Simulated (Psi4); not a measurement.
Intermolecular potential of HCl ··· C3H6 (SMILES Cl and C1CC1). Monomers: optimised at B3LYP-D3(BJ) (def2-TZVP), held rigid. Orientation: lowest of the rigid-body minima from ten starts at GFN2-xTB. The monomers approach along the line of their centres of mass (distance R); nothing else relaxes.

Method: SAPT0/jun-cc-pVDZ, frozen core run with Psi4 1.11.

Components in kJ/mol:

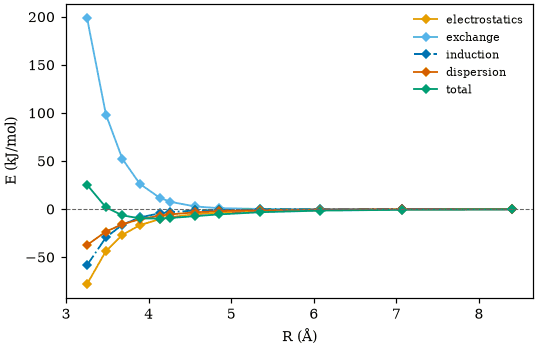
Fig. 1. Components of the interaction energy.

| R / Å | electrostatics | exchange | induction | dispersion | total |
|---|---|---|---|---|---|
| 3.25 | -78.10 | 199.30 | -58.47 | -37.33 | 25.40 |
| 3.48 | -43.58 | 98.24 | -29.43 | -23.35 | 1.87 |
| 3.68 | -26.74 | 52.13 | -16.15 | -15.73 | -6.49 |
| 3.89 | -16.69 | 26.35 | -8.67 | -10.55 | -9.55 |
| 4.13 | -10.43 | 11.86 | -4.37 | -6.83 | -9.77 |
| 4.26 | -8.34 | 7.65 | -3.07 | -5.44 | -9.20 |
| 4.56 | -5.30 | 2.75 | -1.42 | -3.31 | -7.28 |
| 4.85 | -3.63 | 1.01 | -0.72 | -2.10 | -5.45 |
| 5.35 | -2.07 | 0.18 | -0.27 | -1.03 | -3.19 |
| 6.07 | -1.05 | 0.01 | -0.09 | -0.42 | -1.54 |
| 7.07 | -0.48 | 0.00 | -0.03 | -0.15 | -0.65 |
| 8.40 | -0.20 | 0.00 | -0.01 | -0.05 | -0.26 |
